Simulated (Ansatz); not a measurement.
TmI4

Input

```
crystal:
  lattice:
    - [5.0536386909, -5.2080189602, 0.0]
    - [5.0536386909, 5.2080189602, 0.0]
    - [0.0, 0.0, 4.2411543257]
  atoms:
    - { symbol: Tm, position: [0.0, 0.0, 0.0] }
    - { symbol: I, position: [0.7937793255, 0.2062206745, 0.5] }
    - { symbol: I, position: [0.2062206745, 0.7937793255, 0.5] }
    - { symbol: I, position: [0.289822947, 0.289822947, 0.0] }
    - { symbol: I, position: [0.710177053, 0.710177053, 0.0] }
basis:
  ecutwfc: 690
kpoints:
  mp_grid: { grid: [4, 4, 8] }
hamiltonian:
  xc: pbe
  pseudopotentials:
    kind: paw
    azcp: { Tm: "pseudopotentials/pbe/nc/lanthanide_3plus/Tm.nc.azcp" }
scf:
  occupations: { method: gaussian, width: 0.1 }
output:
  forces: true
  stress: true
  eigenvalues: true
  write_density: true
  write_potential: true
  elf: true
  volumetric_format: npy
relax:
  adjacent_minimum: "off"
  f_tol: 0.01
  max_steps: 80
  cell: { stress_tol: 0.05 }
```

Run with:

```sh
ansatz run input.yaml --threads 1 --pin off --max-ram 2816MiB --backend cpu --events-out ev --progress --plain --runs-dir out
```

Below, planes, directions and counts refer to the conventional cell (a = 10.70 Å, b = 11.28 Å, c = 4.03 Å, α = 90.00°, β = 90.00°, γ = 90.00°).

The fields are those of the run's last geometry, not of the input's.

Space group Cmmm; a generated structure, not necessarily the stable one; computed without spin polarisation; no Hubbard U on the f states and no spin–orbit coupling.

These are results of DFT PBE, scalar-relativistic, plane waves, PAW; 4f electrons in the core of a trivalent norm-conserving potential (Ansatz 0.2.0), not measurements.

### Predict the valence pseudo-density and electron localisation function between the atoms.

Tm–I (2.98 Å): ρ at the midpoint is about 0.29 e/Å³, with its minimum of 0.26 e/Å³ about 1.3 Å from Tm; the ELF is about 0.55 at the midpoint.

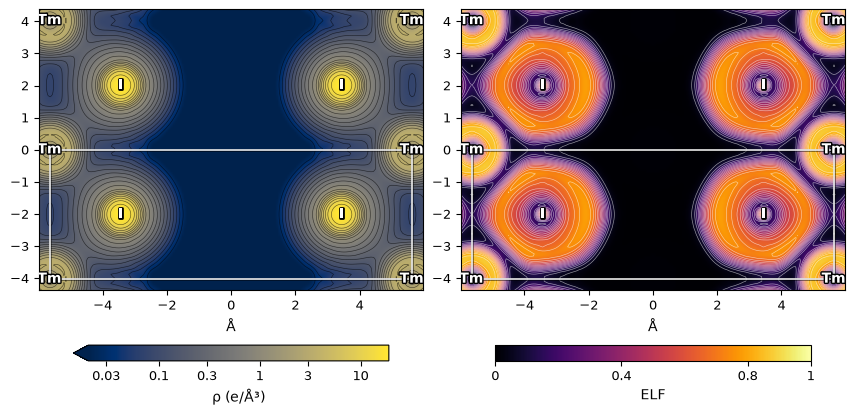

Computed valence pseudo-density and electron localisation function on the (100) plane of the conventional cell, in this order. 

Core electrons are replaced by pseudopotentials, and the valence fields are smoothed inside the atomic spheres.
